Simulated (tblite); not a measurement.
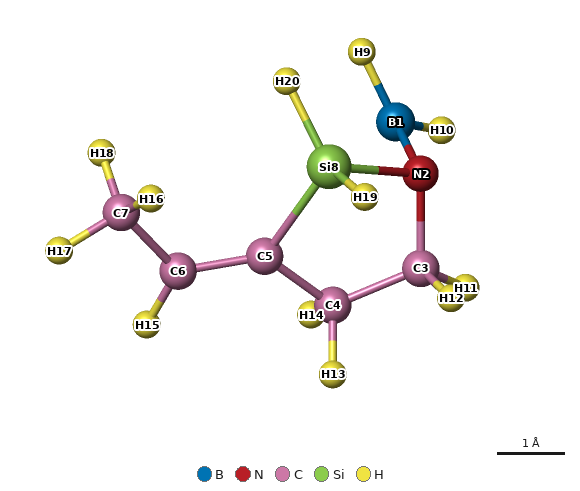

This is the input geometry for a relaxation of C$_{5}$H$_{12}$BNSi. The picture is a ball-and-stick view, seen at a tilt.

These are results of tblite, GFN2-xTB geometry optimisation, gas phase, not measurements.

```xyz
20

B    -2.0589    1.4639    0.4555
N    -1.7116    0.6878   -0.7980
C    -1.7955   -0.7410   -0.6174
C    -0.7722   -1.2714    0.2697
C     0.4905   -0.5061    0.1461
C     1.6546   -0.7037    0.7465
C     2.8126    0.2025    0.4598
Si    0.0801    0.8303   -1.0930
H    -1.5717    2.5297    0.5972
H    -3.1505    1.3154    0.9193
H    -2.8157   -1.0525   -0.2298
H    -1.6987   -1.1902   -1.6272
H    -0.5210   -2.3085   -0.0990
H    -1.0396   -1.4135    1.3390
H     1.7933   -1.5031    1.4576
H     2.9321    0.4131   -0.5950
H     3.7276   -0.3498    0.7795
H     2.7520    1.1027    1.0958
H     0.2976    0.3759   -2.4571
H     0.5900    2.1291   -0.7527
```

Question: Predict the outcome.

Answer: The largest moves after the best rigid fit, 1.67 Å, are those of H9 and H10. Largest moves by element: H 1.67 Å, B 1.25 Å, Si 0.81 Å, C 0.55 Å, N 0.40 Å. Near-neighbour distances that change, for instance: B1–N2 1.515 → 1.389 Å, C3–C4 1.454 → 1.529 Å, N2–Si8 1.821 → 1.752 Å, C3–H11 1.135 → 1.092 Å. Bond angles that change, for instance: B1–N2–Si8 108.6° → 127.1°, C3–N2–Si8 98.9° → 110.6°, B1–N2–C3 113.0° → 122.3°. Groups turn about C6–C7 by about 40°, C4–C5 by about 35°, C5–Si8 by about 30°. Over 142 geometry steps the energy falls by 146.6 kJ/mol.

Step by step:

```csv
step,"E − E(0), kJ/mol"
0,0.00
1,-51.36
2,-70.24
3,-84.12
4,-90.77
5,-93.77
6,-96.22
7,-99.86
8,-102.05
9,-104.90
10,-106.98
17,-114.27
24,-119.76
31,-124.24
38,-128.58
45,-132.25
52,-134.01
59,-136.68
66,-139.23
73,-140.85
79,-142.09
86,-143.12
93,-144.72
100,-145.63
107,-146.05
114,-146.43
121,-146.51
128,-146.54
135,-146.56
142,-146.57
```

The structure at the end:

```xyz
20

B    -2.7292    1.5137   -0.5939
N    -1.6188    0.6999   -0.4087
C    -1.7301   -0.7439   -0.2411
C    -0.6154   -1.2256    0.6874
C     0.6274   -0.4517    0.3342
C     1.8569   -0.9193    0.5024
C     3.1062   -0.1728    0.1807
Si    0.0614    1.1962   -0.3762
H    -2.5524    2.6609   -0.7513
H    -3.8084    1.0521   -0.5825
H    -2.7165   -0.9982    0.1517
H    -1.6206   -1.2282   -1.2196
H    -0.4708   -2.3043    0.6065
H    -0.8884   -0.9946    1.7216
H     2.0104   -1.9162    0.9053
H     2.8761    0.8185   -0.1999
H     3.6879   -0.7156   -0.5644
H     3.7260   -0.0757    1.0720
H     0.5535    1.4653   -1.7341
H     0.2399    2.3502    0.5067
```

After the run, drawn alike:

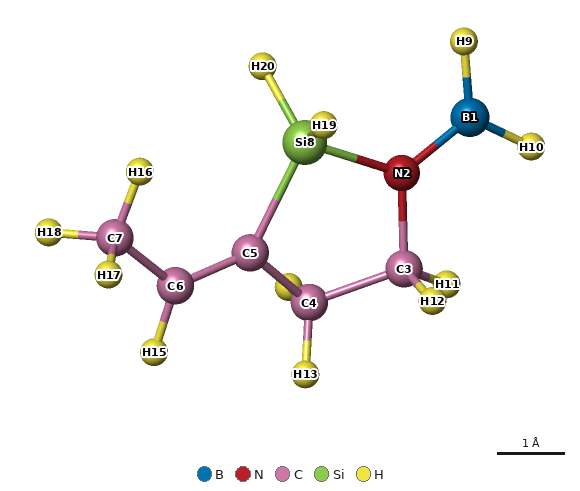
